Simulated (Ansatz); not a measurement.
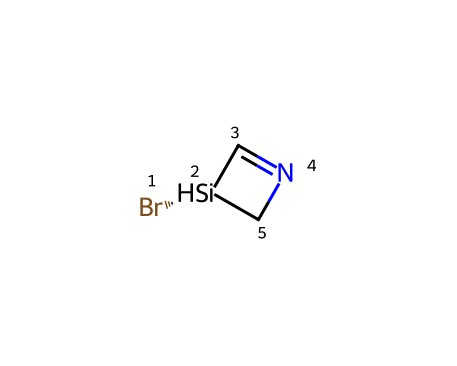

Skeletal drawing with numbered atoms; wedges and dashes mark any stereocentres. The configuration is that of a computed structure (PBE0-D4/def2-TZVP).

Give the R/S and E/Z labels.

Answer. Si2: S.
